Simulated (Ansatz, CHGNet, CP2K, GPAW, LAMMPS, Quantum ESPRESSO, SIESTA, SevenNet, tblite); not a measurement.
# GPAW runs on glassy 53P2O5-24SrO-24Li2O (mol %) (83 atoms)

Wanted: GPAW inputs and outputs for glassy 53P2O5-24SrO-24Li2O (mol %) (83 atoms), checked against a plane-wave reference.

Program: GPAW 26.7.0. Level of theory: the method is named at each step. Results are calculated unless marked as measured.

## 1. The starting structure

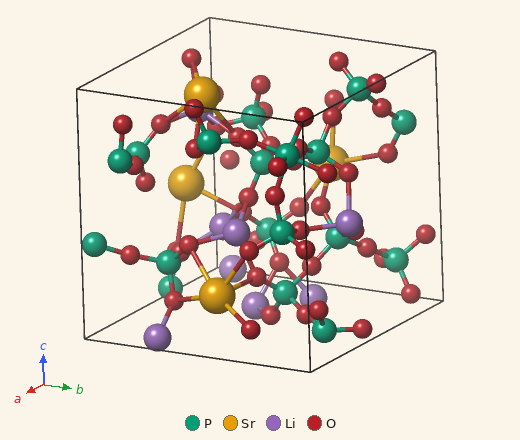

The cell as given, from a free direction (phosphorus teal, strontium orange, lithium purple, oxygen red). Bonds to atoms that aren't drawn are left out. Some periodic images of atoms are drawn too.

The cell holds 83 atoms: 18 P, 4 Sr, 8 Li and 53 O. Its edges and angles: a = 10.375 Å, b = 10.375 Å, c = 10.375 Å, α = 90.0°, β = 90.0°, γ = 90.0°. 83 atoms (18 P, 4 Sr, 8 Li, 53 O) placed at random at 2.74 g/cm³, melted at 4000 K for 10 ps at fixed volume with the Morse and Coulomb pair potential with partial charges (Pedone, Malavasi, Menziani, Cormack and Segre, J. Phys. Chem. B 110, 11780 (2006)). Quenched from 4000 K to 300 K at 20 K/ps and fixed volume, held 10 ps at zero pressure, then minimised at fixed cell.

The yardstick, on the same geometry:

- method: Kohn-Sham DFT, PBE, PAW, plane waves (Ansatz 0.2.0); cutoff 420 eV, Γ point, fermi-dirac smearing of 0.05 eV; PAW set soft_2
- r.m.s. force component: 1.226 eV/Å
- longest force: 4.925 eV/Å
- pressure: 2.124 GPa
- gap (highest filled to lowest empty level): 2.263 eV
- SCF cycles: 9
- time: 16 s on 4 threads of Arm Neoverse V1, shared host
- CPU time: 59 s

## 2. PBE, LCAO dzp, h 0.18 Å

Method: Kohn-Sham DFT, PBE, PAW, atomic orbitals (dzp).

Contents of run.py:

```python
import numpy as np
from ase.io import read
from gpaw import GPAW, FermiDirac

atoms = read("structure.xyz")
atoms.calc = GPAW(
    mode="lcao",
    basis="dzp",
    h=0.18,
    xc="PBE",
    kpts={"size": (1, 1, 1), "gamma": True},
    occupations=FermiDirac(0.05),
    maxiter=200,
    symmetry={"point_group": False},
    txt="gpaw.txt",
)
energy = atoms.get_potential_energy(force_consistent=True)
forces = atoms.get_forces()
print(f"energy {energy:.6f} eV")
print("forces (eV/A)")
for i, (a, f) in enumerate(zip(atoms, forces)):
    print(f"{i:4d} {a.symbol:2s} {f[0]:10.5f} {f[1]:10.5f} {f[2]:10.5f}")
print(f"Fermi level {atoms.calc.get_fermi_level():.4f} eV")
for k in range(len(atoms.calc.get_ibz_k_points())):
    for s in range(atoms.calc.get_number_of_spins()):
        e = atoms.calc.get_eigenvalues(kpt=k, spin=s)
        n = np.searchsorted(e, atoms.calc.get_fermi_level())
        print(f"k {k} spin {s} levels about the Fermi level:", np.round(e[max(n - 6, 0):n], 4).tolist(), "|", np.round(e[n:n + 6], 4).tolist())
```

Contents of structure.xyz:

```xyz
83
Lattice="10.37499 0.00000 0.00000 0.00000 10.37499 0.00000 0.00000 0.00000 10.37499" Properties=species:S:1:pos:R:3 pbc="T T T"
P 7.11154 9.11474 0.64076
P 2.47568 3.37851 7.41086
P 3.40393 7.65218 3.27445
P 0.78549 9.29412 7.49303
P 4.62735 5.02450 6.35323
P 7.48203 0.97764 6.99171
P 5.62231 6.47306 1.43445
P 7.87586 2.49021 2.79658
P 1.90298 3.56288 2.57870
P 4.60079 0.56865 0.55579
P 3.07318 8.64486 9.44010
P 8.41017 8.09073 4.93694
P 9.77812 0.23738 3.78656
P 9.61606 5.57469 8.70389
P 0.90522 8.80266 1.75213
P 10.32239 1.87082 7.62178
P 5.17349 7.90325 7.32941
P 8.23048 8.33879 8.11542
Sr 9.29858 5.53547 2.22855
Sr 6.82446 3.64702 9.60745
Sr 0.85770 5.93066 5.36667
Sr 3.54399 0.80780 4.62828
Li 2.02873 5.60415 0.07107
Li 6.91317 5.07866 4.11285
Li 5.73716 9.59147 4.75237
Li 10.00315 3.14383 0.37651
Li 4.87573 2.31165 8.29231
Li 0.84618 1.21709 0.35929
Li 4.92065 3.28047 3.55800
Li 3.81634 3.99001 0.04440
O 9.85863 8.85433 8.17528
O 10.36856 7.67770 1.40944
O 7.81683 8.91699 9.67281
O 10.22061 1.98328 9.12138
O 5.21364 4.66771 5.03135
O 2.68142 7.51035 10.31606
O 6.40635 2.16682 2.76462
O 0.24070 9.80229 2.76193
O 2.97409 6.64217 4.28674
O 5.30318 4.31413 7.50516
O 2.57860 3.81385 8.83534
O 3.94779 0.51833 1.88493
O 6.65877 5.80398 2.28457
O 6.95622 8.03470 4.60867
O 0.47818 5.91831 7.90356
O 0.90947 4.41414 3.35102
O 6.87395 0.93167 5.63746
O 6.66396 1.60397 8.07371
O 8.80391 1.28567 3.21220
O 5.29176 5.57355 0.28189
O 8.00213 9.41862 1.77485
O 3.79538 9.88571 10.04092
O 4.66345 1.90941 10.27083
O 3.28161 2.14192 7.09639
O 9.23291 7.03580 4.26910
O 1.00689 8.63842 6.17800
[... 23 atom lines left out ...]
O 6.28704 7.80376 0.89339
O 5.99726 10.20671 0.53327
O 8.15920 3.61828 3.75813
O 4.79906 6.54849 6.67994
```

Launch:

```console
$ OMP_NUM_THREADS=1 python run.py > output.txt
```

The log of the run:

```text
energy -511.750579 eV
forces (eV/A)
   0 P     1.19669   -0.23200    2.07827
   1 P     2.65392   -1.89404    3.14788
   2 P    -0.19474    0.34941    2.11946
   3 P    -2.59624   -1.98548   -2.34229
   4 P     2.84598   -2.55212    1.65691
   5 P    -1.68225   -2.33523    0.10088
   6 P     1.26757   -0.35683    0.06633
   7 P    -1.68815    1.75551   -0.22050
   8 P    -0.46603   -0.31028   -1.30784
   9 P    -0.77365   -0.45624    2.67694
  10 P     0.09341   -1.57294    2.65230
  11 P    -2.44755   -0.17550    0.17295
  12 P     1.64198    0.83676    2.12564
  13 P     1.43806   -1.25731   -2.13762
  14 P    -0.95826   -0.76297   -3.05886
  15 P    -1.16732   -1.25723    3.46802
  16 P     0.92345    3.15639   -0.58447
  17 P     0.43292    0.56886   -2.25996
  18 Sr    0.13104    0.14161   -0.43849
  19 Sr    1.46217    0.42333   -0.14979
  20 Sr    0.07935    0.44230    0.34659
  21 Sr   -1.57000    0.28935   -0.49353
  22 Li   -0.65261    0.29449   -0.00605
  23 Li   -0.11449    0.11666    0.16658
[...]
75 O    -2.42048    1.64574   -3.32208
  76 O     0.36812   -1.62608    0.65265
  77 O    -0.52582    1.38832   -2.09259
  78 O     1.98646    2.12339   -2.76479
  79 O    -0.93282   -0.21975   -1.06214
  80 O     0.52190    1.25571   -1.00879
  81 O     0.83305    2.42795    1.88541
  82 O    -1.08585    0.64291   -1.03710
Fermi level 4.0517 eV
k 0 spin 0 levels about the Fermi level: [2.3451, 2.3618, 2.54, 2.6114, 2.7123, 3.0646] | [5.0383, 6.0706, 6.7888, 6.8938, 7.2172, 7.5321]
```

gpaw.txt:

```text
Input parameters:
  mode=LCAO(),
  basis={'default': 'dzp'},
  h=0.18,
  kpts=MonkhorstPack(size=(1, 1, 1), gamma=True),
  maxiter=200,
  occupations=Occupations(name='fermi-dirac', width=0.05, fixmagmom=False),
  symmetry=Symmetry(point_group=False),
  xc=XC(name='PBE')
Unit cell  # Å
| periodic |         x |         y |         z |   lengths |    angles |
|----------|-----------|-----------|-----------|-----------|-----------|
|      yes | 10.374990 |  0.000000 |  0.000000 | 10.374990 | 90.000000 |
|      yes |  0.000000 | 10.374990 |  0.000000 | 10.374990 | 90.000000 |
|      yes |  0.000000 |  0.000000 | 10.374990 | 10.374990 | 90.000000 |
Number of symmetries: 1
Symmetry operations  # r_c * U_cc + t_c -> r_c
|   | kind |            matrix            |
|---|------|------------------------------|
| 0 |  E   |  1, 0, 0,  0, 1, 0,  0, 0, 1 |
BZ-sampling:
  Number of BZ points: 1
  Number of IBZ points: 1
  Monkhorst-Pack size: [1, 1, 1]
  Monkhorst-Pack shift: [0, 0, 0]
[... lines left out ...]
eigensolver:
density mixing:
  MSR1-Mixer
occupation numbers:
  Fermi-Dirac:
    width: 0.0500  # eV
FastPoissonSolver using
    Stencil: 6*3+1=19 point O(h^6) finite-difference Laplacian
xc functional:
  name: PBE with 2 nearest neighbor stencil
interpolation: tri-quintic # 5. degree polynomial
Initialization done in: 9.894 s
convergence criteria:
- Maximum [total energy] change in last 3 cyles: 0.0005 eV / valence electron
- Maximum integral of absolute [dens]ity change: 0.0001 electrons / valence electron
- Maximum integral of absolute [eigenst]ate change: 4e-08 eV^2 / valence electron
maximum number of iterations: 200
SCF iterations
|iter     |      energy | eigst |  dens |
|---------|-------------|-------|-------|
|iter:   1| -572.218601 |      c|       |
|iter:   2| -557.131252 |      c| -0.82 |
|iter:   3| -511.553466 |      c| -0.87 |
|iter:   4| -511.673463 |      c| -1.49 |
|iter:   5| -511.790301 |      c| -1.80 |
|iter:   6| -511.751901c|      c| -2.23 |
|iter:   7| -511.750958c|      c| -2.93 |
|iter:   8| -511.750588c|      c| -3.33 |
|iter:   9| -511.750580c|      c| -3.88 |
|iter:  10| -511.750579c|      c| -4.28c|
Converged in 10 steps
SCF loop duration: 113.458 s (11.346 s/step)
Energy contributions relative to reference atoms: (reference = -623227.000410)
Energy contributions:
  Kinetic:         531.472554
  Coulomb:        -409.179270
  Zero:              7.789940
  External:          0.000000
  Xc:             -641.833803
  Entropy:          -0.000000
  Spinorbit:         0.000000
  ----------------------------
  Free energy:    -511.750579
  Extrapolated:   -511.750579
dipole moment: (56.155512, -12.149698, 27.560545)  # |e|*Ang
Fermi level: 4.052
Eigenvalues  # (at kpt = [0.000, 0.000, 0.000])
| band index |      eig [eV] | occ [0-2] |
|------------|---------------|-----------|
|          0 |       -32.131 |     2.000 |
|        ... |               |           |
|        220 |         2.119 |     2.000 |
|        221 |         2.159 |     2.000 |
[...]
|        235 |         7.693 |     0.000 |
|        ... |               |           |
|        277 |        10.683 |     0.000 |
Gap: 1.974 eV
Transition (v -> c):
  (s=0, k=0, n=227, [0.00, 0.00, 0.00]) -> (s=0, k=0, n=228, [0.00, 0.00, 0.00])
No difference between direct/indirect transitions
Force computation time: 28.907  # s
timing:  # [seconds]
  Total:  152.291  # ━━━━━━━━━━━━━━━━━━━━━━━━━━━━━━━━━━━━━━━━━━━━━━━━━━━━━━━━
  Init:     9.893  # ━━━╸
  SCF:    113.458  # ━━━━━━━━━━━━━━━━━━━━━━━━━━━━━━━━━━━━━━━━━╸
  Forces:  28.907  # ━━━━━━━━━━╸
```

It took 2.6 min on 1 thread of Arm Neoverse V1, shared host; peak memory 1.4 GiB.

Banners, paths, timers and routine set-up lines are dropped from the logs unmarked, and long logs keep their key lines alone; longer cuts are marked.

Against the reference:

| Property | Result |
| --- | --- |
| r.m.s. force component | 1.566 eV/Å |
| r.m.s. difference of force components | 588.1 meV/Å |
| longest difference of force vectors | 1665 meV/Å |
| force difference over r.m.s. force | 47.97 % |
| slope of forces against the reference's | 1.2 |
| correlation of force components | 0.9399 |
| gap (highest filled to lowest empty level) | 1.974 eV |
| gap difference | -0.2893 eV |

This run lies far from the reference in forces at the same functional. Basis and potentials both differ; the latter hold 456 valence electrons against the reference's 472.

Length of the force difference by element (eV/Å):

```csv
element,atoms,mean,most
Li,8,0.13,0.18
O,53,1.2,1.7
P,18,0.28,0.53
Sr,4,0.14,0.17
```

Levels nearest the highest filled one (eV from it): -0.72, -0.70, -0.52, -0.45, -0.35, 0.00, 1.97, 3.01, 3.72, 3.83, 4.15, 4.47.

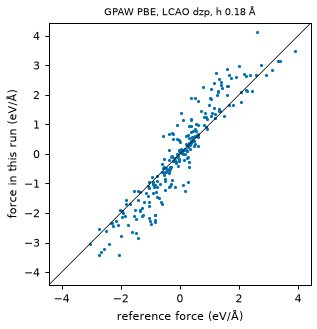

Force components against those of the reference; the line marks equality.

The surroundings of O75, which bears the longest force, nearest first, numbered as they follow in the input and with coordinates relative to it.

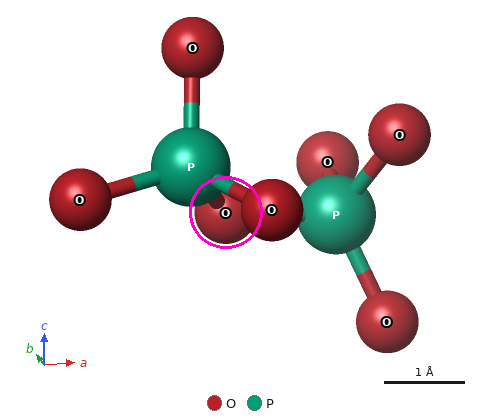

The atoms of the table, within 2.7 Å (arrows a, b, c point along x, y, z); some may hide others; the central atom is ringed.

```csv
atom,x,y,z,distance (Å),bonds,Fx,Fy,Fz (eV/Å)
O75,0.00,0.00,0.00,0.00,3,-3.42,2.71,-3.04
P2,-0.65,-1.14,0.86,1.57,4,2.65,-1.89,3.15
P5,1.50,0.51,-0.20,1.59,4,2.85,-2.55,1.66
O40,2.17,-0.21,0.96,2.38,3,1.16,-1.13,2.19
O54,0.15,-2.38,0.55,2.44,3,1.19,-2.08,-1.33
O41,-0.55,-0.71,2.29,2.46,2,0.00,1.02,2.25
O35,2.08,0.15,-1.52,2.58,3,0.13,-0.10,-2.37
O83,1.67,2.03,0.13,2.63,2,-1.09,0.64,-1.04
O76,-2.14,-1.59,0.60,2.73,2,-2.42,1.65,-3.32
```

Atoms are counted from 1 here, from 0 in the log.

Forces lie 48 % from the reference's, at 2.6 times its CPU time (on 1 against 4 cores).

The difference per atom is largest on O (1.2 eV/Å on average, against 0.28 on P).

## 3. PBE, LCAO sz(dzp), h 0.18 Å

Method: Kohn-Sham DFT, PBE, PAW, atomic orbitals (sz(dzp)).

Changes to run.py since step 2:

```diff
@@ -7,3 +7,3 @@
     mode="lcao",
-    basis="dzp",
+    basis="sz(dzp)",
     h=0.18,
```

structure.xyz is that of step 2.

The log of the run:

```text
energy -305.408838 eV
forces (eV/A)
   0 P     0.10623   -0.59735   -0.06526
   1 P    -0.39552    0.21694    0.48791
   2 P    -0.76584    0.17503   -0.58623
   3 P    -1.77393   -0.98520   -0.30507
   4 P     0.72893    0.30119    0.17503
   5 P     0.08658   -1.67476    0.23392
   6 P    -0.05510    1.62580   -0.03424
   7 P    -0.27822   -0.56307    0.67369
   8 P     0.06780   -1.28931   -1.41409
   9 P     0.76366   -1.07530    0.92545
  10 P    -0.54373    0.58848    2.40649
  11 P    -1.24090    1.54737    0.58396
  12 P    -0.19465    0.06500    0.10346
  13 P     0.65933    0.86647   -1.21719
  14 P     0.63450   -0.10706   -0.99318
  15 P    -1.68380    0.48005   -0.03292
  16 P     0.94717    0.37639   -0.55200
  17 P     0.00548    0.69975   -1.31776
  18 Sr    0.12480    0.43372   -0.35583
  19 Sr    1.19932    0.21343   -0.41254
  20 Sr    0.51336    0.36044    0.45740
  21 Sr   -1.30960    0.30283   -0.96073
  22 Li   -0.60034    0.70152    0.10344
  23 Li   -0.00238    0.25585    0.26566
[...]
75 O    -2.81069    3.09546   -4.81944
  76 O     0.92307   -3.84980    1.21542
  77 O    -1.47009    7.68701   -5.87989
  78 O     4.62826    5.23240   -6.66556
  79 O    -1.60281   -0.35073   -1.45751
  80 O     0.53905    1.85497   -1.44008
  81 O     1.82431    7.44851    5.51090
  82 O    -1.49240    0.56502   -1.38850
Fermi level 5.1210 eV
k 0 spin 0 levels about the Fermi level: [3.6854, 3.8742, 3.9285, 4.1276, 4.395, 4.8584] | [5.3835, 6.6082, 7.3265, 7.5238, 7.7337, 8.2114]
```

gpaw.txt:

```text
Input parameters:
  mode=LCAO(),
  basis={'default': 'sz(dzp)'},
  h=0.18,
  kpts=MonkhorstPack(size=(1, 1, 1), gamma=True),
  maxiter=200,
  occupations=Occupations(name='fermi-dirac', width=0.05, fixmagmom=False),
  symmetry=Symmetry(point_group=False),
  xc=XC(name='PBE')
Unit cell  # Å
| periodic |         x |         y |         z |   lengths |    angles |
[... lines left out ...]
  Fermi-Dirac:
[... lines left out ...]
convergence criteria:
- Maximum [total energy] change in last 3 cyles: 0.0005 eV / valence electron
[... lines left out ...]
Converged in 11 steps
[... lines left out ...]
  Free energy:    -305.408838
  Extrapolated:   -305.405577
dipole moment: (56.024578, -13.155876, 25.937001)  # |e|*Ang
Fermi level: 5.121
Eigenvalues  # (at kpt = [0.000, 0.000, 0.000])
| band index |      eig [eV] | occ [0-2] |
|------------|---------------|-----------|
|          0 |       -30.479 |     2.000 |
|        ... |               |           |
|        220 |         3.382 |     2.000 |
|        221 |         3.643 |     2.000 |
[...]
|        235 |         8.630 |     0.000 |
|        ... |               |           |
|        277 |        12.526 |     0.000 |
Gap: 0.525 eV
Transition (v -> c):
  (s=0, k=0, n=227, [0.00, 0.00, 0.00]) -> (s=0, k=0, n=228, [0.00, 0.00, 0.00])
No difference between direct/indirect transitions
Force computation time: 7.274  # s
timing:  # [seconds]
  Total:  56.486  # ━━━━━━━━━━━━━━━━━━━━━━━━━━━━━━━━━━━━━━━━━━━━━━━━━━━━━━━━━
  Init:    7.269  # ━━━━━━━╸
  SCF:    41.915  # ━━━━━━━━━━━━━━━━━━━━━━━━━━━━━━━━━━━━━━━━━━╸
  Forces:  7.274  # ━━━━━━━╸
```

The job ended after 58 s (1 thread; peak memory 1.1 GiB).

Compared with the plane-wave run:

```yaml
r_m_s_force_component: 3.71 eV/Å
r_m_s_difference_of_force_components: 3218 meV/Å
longest_difference_of_force_vectors: 9978 meV/Å
force_difference_over_r_m_s_force: 262.5 %
slope_of_forces_against_the_reference_s: 1.633
correlation_of_force_components: 0.5397
spacing_of_highest_filled_and_lowest_empty_level: 0.5251 eV
gap_difference: -1.738 eV
```

This is a coarse setting, run to see what it loses.

Against the first run (48 %), the force difference from the reference is 262 %, at 0.38 times the CPU time, with 344 basis functions against 1079: the smaller basis costs accuracy.

## 4. revPBE, LCAO dzp, h 0.18 Å

Method: Kohn-Sham DFT, revPBE, PAW, atomic orbitals (dzp).

Changes to run.py since step 3:

```diff
@@ -7,5 +7,5 @@
     mode="lcao",
-    basis="sz(dzp)",
+    basis="dzp",
     h=0.18,
-    xc="PBE",
+    xc="revPBE",
     kpts={"size": (1, 1, 1), "gamma": True},
```

structure.xyz is that of step 3.

The log of the run:

```text
energy -487.508122 eV
forces (eV/A)
   0 P     1.21401   -0.22668    2.09987
   1 P     2.67374   -1.91447    3.15583
   2 P    -0.20794    0.34142    2.13791
   3 P    -2.60432   -1.99988   -2.36831
   4 P     2.87224   -2.56945    1.67476
   5 P    -1.69695   -2.34001    0.09678
   6 P     1.28392   -0.35799    0.07428
   7 P    -1.70940    1.75357   -0.23341
   8 P    -0.47551   -0.32700   -1.32554
   9 P    -0.78153   -0.45806    2.69356
  10 P     0.08687   -1.58187    2.67865
  11 P    -2.47273   -0.18426    0.15939
  12 P     1.65567    0.85673    2.15400
  13 P     1.46423   -1.26476   -2.15318
  14 P    -0.96580   -0.76771   -3.08664
  15 P    -1.18320   -1.26018    3.48401
  16 P     0.92722    3.17354   -0.58880
  17 P     0.43603    0.57554   -2.28469
  18 Sr    0.12714    0.13745   -0.46051
  19 Sr    1.50626    0.44313   -0.11830
  20 Sr    0.04264    0.40752    0.36841
  21 Sr   -1.59508    0.29205   -0.46170
  22 Li   -0.69049    0.29878   -0.04123
  23 Li   -0.09420    0.16115    0.21644
[...]
75 O    -2.47818    1.71163   -3.42686
  76 O     0.36000   -1.63810    0.67045
  77 O    -0.58703    1.49022   -2.11101
  78 O     2.04072    2.18345   -2.78299
  79 O    -0.94130   -0.23028   -1.08399
  80 O     0.55391    1.30750   -1.02183
  81 O     0.90250    2.48056    2.03690
  82 O    -1.11274    0.65871   -1.07123
Fermi level 4.2150 eV
k 0 spin 0 levels about the Fermi level: [2.491, 2.5065, 2.6871, 2.7547, 2.8625, 3.2173] | [5.2126, 6.2527, 6.9828, 7.171, 7.4893, 7.742]
```

gpaw.txt:

```text
Input parameters:
  mode=LCAO(),
  basis={'default': 'dzp'},
  h=0.18,
  kpts=MonkhorstPack(size=(1, 1, 1), gamma=True),
  maxiter=200,
  occupations=Occupations(name='fermi-dirac', width=0.05, fixmagmom=False),
  symmetry=Symmetry(point_group=False),
  xc=XC(name='revPBE')
Unit cell  # Å
| periodic |         x |         y |         z |   lengths |    angles |
[... lines left out ...]
  Fermi-Dirac:
[... lines left out ...]
convergence criteria:
- Maximum [total energy] change in last 3 cyles: 0.0005 eV / valence electron
[... lines left out ...]
Converged in 10 steps
[... lines left out ...]
  Free energy:    -487.508122
  Extrapolated:   -487.508122
dipole moment: (56.218668, -12.244002, 27.655003)  # |e|*Ang
Fermi level: 4.215
Eigenvalues  # (at kpt = [0.000, 0.000, 0.000])
| band index |      eig [eV] | occ [0-2] |
|------------|---------------|-----------|
|          0 |       -32.122 |     2.000 |
|        ... |               |           |
|        220 |         2.262 |     2.000 |
|        221 |         2.299 |     2.000 |
[...]
|        235 |         7.930 |     0.000 |
|        ... |               |           |
|        277 |        10.913 |     0.000 |
Gap: 1.995 eV
Transition (v -> c):
  (s=0, k=0, n=227, [0.00, 0.00, 0.00]) -> (s=0, k=0, n=228, [0.00, 0.00, 0.00])
No difference between direct/indirect transitions
Force computation time: 29.116  # s
timing:  # [seconds]
  Total:  153.596  # ━━━━━━━━━━━━━━━━━━━━━━━━━━━━━━━━━━━━━━━━━━━━━━━━━━━━━━━━
  Init:     9.685  # ━━━╸
  SCF:    114.766  # ━━━━━━━━━━━━━━━━━━━━━━━━━━━━━━━━━━━━━━━━━━
  Forces:  29.116  # ━━━━━━━━━━╸
```

Wall time 2.6 min (1 thread); peak memory 1.4 GiB.

Compared with the plane-wave run:

* r.m.s. force component: 1.601 eV/Å
* r.m.s. difference of force components: 628 meV/Å
* longest difference of force vectors: 1762 meV/Å
* force difference over r.m.s. force: 51.22 %
* slope of forces against the reference's: 1.222
* correlation of force components: 0.9354
* gap (highest filled to lowest empty level): 1.995 eV
* gap difference: -0.2677 eV

Against the first run (48 %), the force difference from the reference is 51 %, at 1.0 times the CPU time; the model has changed, so this is no error of the program alone.

The difference per atom is largest on O (1.2 eV/Å on average, against 0.28 on P).

(Part 1 of 2 ends here.)

[Also dropped from logs without a mark: logging warnings of Python, and SIESTA's first energy breakdown and zero terms.]

[Logs are printed without paths, hosts, clocks, repeated set-up lines and the standing remarks that a program may print on its own settings, such as how far it seeks lower states.]

[Hosts, paths, dates, database ids (printed as entryN), source tags and the programs' standing remarks are cut or masked in the printed files.]
